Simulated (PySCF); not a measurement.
# C₆H₁₄P₂: magnetic properties

What do calculations give for the magnetic properties of C₆H₁₄P₂ (`CC[C@@H]1CP1CCP`)?

Programs: PySCF 2.14.0, with routines of our own; each step states its level. All values are computed. Atoms count from 0.

### 1 The system as given

22 atoms, charge 0, multiplicity 1; geometry from: GFN2-xTB.

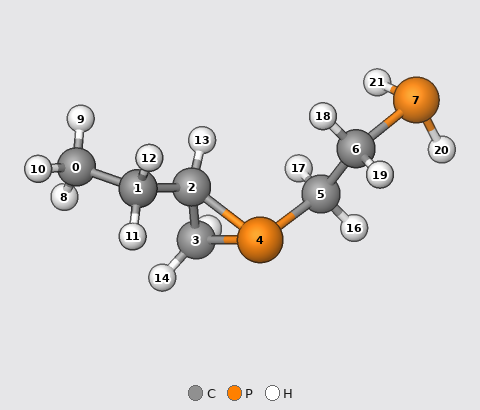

The starting geometry (carbon grey, phosphorus orange, hydrogen white).

### 2 Magnetic properties: GIAO BHandHLYP/pcSseg-1

The job: settings as JSON, then the geometry in Å.

```
{"job": {"kind": "mag", "xc": "BHandHLYP", "basis": "pcSseg-1", "isotopologues": 2}, "charge": 0, "multiplicity": 1}
C     -3.346369    -0.665968    -0.093570
C     -2.300313     0.367914    -0.502682
C     -0.952515     0.044959     0.099258
C     -0.716702     0.382590     1.546758
P      0.265173     1.415340     0.374469
C      1.850825     0.411588     0.344465
C      2.429377     0.352271    -1.062251
P      3.988101    -0.654804    -1.190769
H     -3.442512    -0.703071     0.989173
H     -3.062364    -1.655256    -0.446384
H     -4.315666    -0.414612    -0.517425
H     -2.614725     1.359617    -0.168871
H     -2.219824     0.393294    -1.592182
H     -0.538284    -0.898887    -0.246192
H     -1.517549     0.896581     2.062503
H     -0.190751    -0.327771     2.171259
H      2.561101     0.901748     1.018082
H      1.661959    -0.595929     0.725473
H      1.703747    -0.081769    -1.758034
H      2.657723     1.358837    -1.425568
H      4.588521    -0.120151    -0.050075
H      3.500637    -1.747137    -0.470296
```

With the program's defaults for keys left out, this is: GIAO BHandHLYP/pcSseg-1 magnetisability, rotational g tensor and spin-rotation constants, non-relativistic, gas phase.

Started as:

```bash
$ OMP_NUM_THREADS=1 python excited_run.py task.json out
```

This one command runs all jobs of the session in turn.

The program printed:

```text
coarse grid: 18448 points
cycle   1  E = -919.4340930234  dE =  9.659e-01  |g| = 3.236e-01  |ddm| = 4.088e+00
cycle   2  E = -919.4587639346  dE = -2.467e-02  |g| = 1.937e-01  |ddm| = 4.958e-01
cycle   3  E = -919.4678163983  dE = -9.052e-03  |g| = 6.323e-02  |ddm| = 2.171e-01
cycle   4  E = -919.4688284276  dE = -1.012e-03  |g| = 1.887e-02  |ddm| = 9.865e-02
cycle   5  E = -919.4689272292  dE = -9.880e-05  |g| = 4.349e-03  |ddm| = 2.754e-02
cycle   6  E = -919.4689319957  dE = -4.766e-06  |g| = 1.321e-03  |ddm| = 5.843e-03
final grid: 166312 points
cycle   7  E = -919.5097443666  dE = -2.572e-05  |g| = 4.123e-03  |ddm| = 1.943e-02
cycle   8  E = -919.5097451233  dE = -7.567e-07  |g| = 3.793e-03  |ddm| = 6.892e-03
cycle   9  E = -919.5097488189  dE = -3.696e-06  |g| = 2.984e-04  |ddm| = 3.373e-03
cycle  10  E = -919.5097488401  dE = -2.123e-08  |g| = 1.379e-04  |ddm| = 5.247e-04
cycle  11  E = -919.5097488451  dE = -5.009e-09  |g| = 2.764e-05  |ddm| = 2.087e-04
cycle  12  E = -919.5097488453  dE = -2.319e-10  |g| = 8.056e-06  |ddm| = 5.079e-05
converged SCF energy = -919.5097488453

Magnetisability tensor (1e-30 J/T^2)
    -2098.16      156.88        0.41
      156.88    -1898.02       10.39
        0.41       10.39    -1788.55
isotropic -1928.24   principal values   -2184.22  -1815.24  -1785.26
isotropic susceptibility -116.121 1e-6 cm^3/mol

Inertial axes            a          b          c
rot. const./GHz      2.9639     0.5300     0.4920
chi total          -127.008   -108.716   -112.641
chi diamagnetic    -558.764  -2391.139  -2550.624
chi paramagnetic    431.756   2282.424   2437.984
quadrupole/D A       -3.899      1.127      2.772
g nuclear            0.6086     0.5643     0.5606
g electronic        -0.6012    -0.5683    -0.5636
g total              0.0074    -0.0040    -0.0030

Spin-rotation constants (kHz, H = +C I.J)
atom  isotope        aa         bb         cc
  4    31P        1.542      0.703      0.551
  7    31P        3.113      0.733      0.661
  8     1H       -0.301     -0.034     -0.016
  9     1H       -0.266     -0.010     -0.045
 10     1H       -0.069     -0.054     -0.036
 11     1H       -0.282     -0.010     -0.049
 12     1H       -0.292     -0.026     -0.016
 13     1H       -0.238     -0.014     -0.051
 14     1H       -0.092     -0.041     -0.055
 15     1H       -0.277     -0.062      0.000
 16     1H       -0.242     -0.001     -0.055
 17     1H       -0.349     -0.049     -0.006
 18     1H       -0.236     -0.011     -0.052
 19     1H       -0.311     -0.044     -0.007
 20     1H       -0.303      0.006     -0.046
 21     1H       -0.272     -0.052      0.002
  0    13C*       0.396      0.077      0.069
  1    13C*       0.472      0.087      0.081
  2    13C*       0.295      0.114      0.074
  3    13C*       0.294      0.083      0.081
  5    13C*       0.467      0.113      0.092
  6    13C*       0.415      0.074      0.074
* in the singly substituted isotopologue

Isotopologues: g along a, b, c
2H    at 8,9,10,11,12,1     0.0057    -0.0035    -0.0026
13C   at 0                  0.0072    -0.0039    -0.0030
```

Run time: 61 s. Hardware: 1 thread of Intel Xeon Platinum 8488C, shared host; peak memory 1.1 GiB.

From this job:

```csv
quantity,value
magnetisability,-1928·10⁻³⁰ J/T²
molar susceptibility,-116.1·10⁻⁶ cm³/mol
"rotational g (a, b, c)","0.0074, -0.0040, -0.0030"
```

The fields below are evaluated on a grid from the run's orbitals.

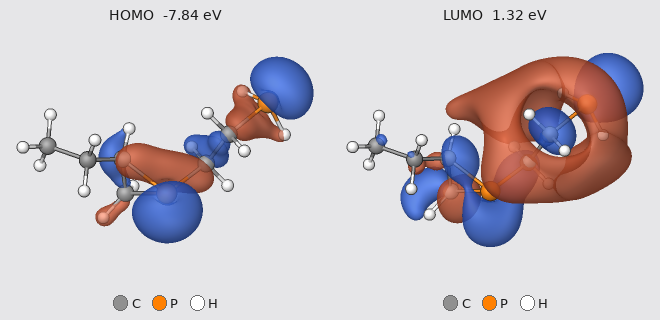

Frontier orbitals at BHandHLYP/pcSseg-1; each surface holds 70 % of the orbital's density, blue and red mark the sign.

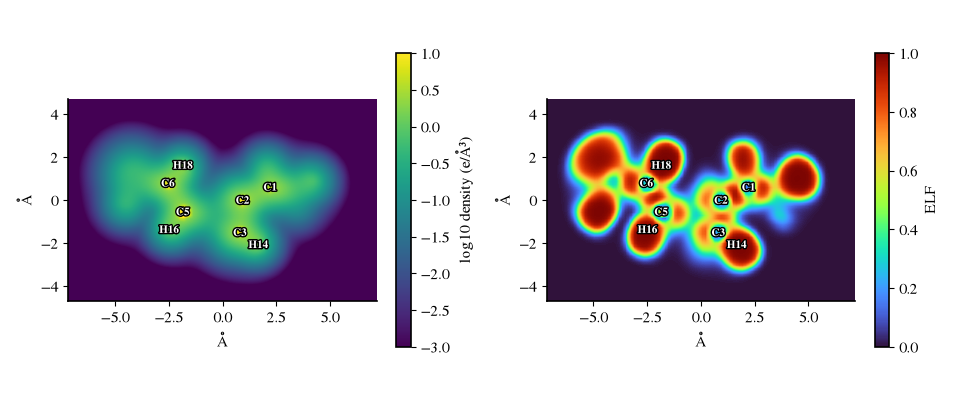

Density (left) and ELF (right) in a plane through or near 8 of the atoms.

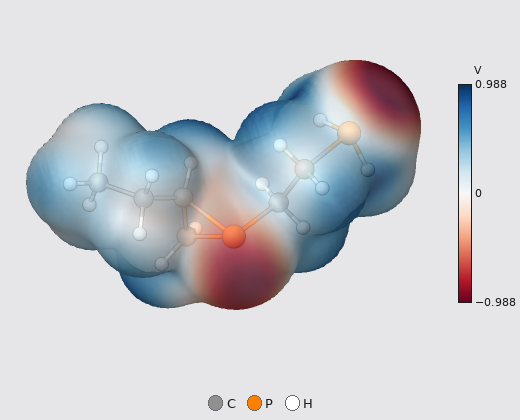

The potential that a unit positive charge feels on the 0.002 e/bohr³ surface, from -0.99 V near P7 to 0.85 V near H13.

### 3 Magnetic properties: TPSS/pcSseg-0

The job, as its differences from that of step 2:

```diff
@@ -1,2 +1,2 @@
-{"job": {"kind": "mag", "xc": "BHandHLYP", "basis": "pcSseg-1", "isotopologues": 2}, "charge": 0, "multiplicity": 1}
+{"job": {"kind": "mag", "xc": "TPSS", "basis": "pcSseg-0", "scf": {"max_cycle": 100}}, "charge": 0, "multiplicity": 1}
 C     -3.346369    -0.665968    -0.093570
```

With the program's defaults for keys left out, this is: TPSS/pcSseg-0.

The program printed:

```text
NotImplementedError: meta-GGA with London orbitals
```

Wall time 14 s (1 thread of Intel Xeon Platinum 8488C, shared host); peak memory 0.59 GiB.

Diagnosis: This response code has no terms for the kinetic-energy density, so it refuses meta-GGA functionals here. The remedy is to take a GGA or a hybrid, or another code.

### 4 What came out

```
                                                quantity                               value
       magnetisability (step 2, GIAO BHandHLYP/pcSseg-1)                    -1928·10⁻³⁰ J/T²
  molar susceptibility (step 2, GIAO BHandHLYP/pcSseg-1)                 -116.1·10⁻⁶ cm³/mol
rotational g (a, b, c) (step 2, GIAO BHandHLYP/pcSseg-1)            0.0074, -0.0040, -0.0030
                                       surface potential  -0.99 V near P7 to 0.85 V near H13
                                                    runs  1 failed, 0 ended on unsound input
```

In words: The values above hold for this geometry and these levels alone. Vibrational averaging and real surroundings are missing from these values.
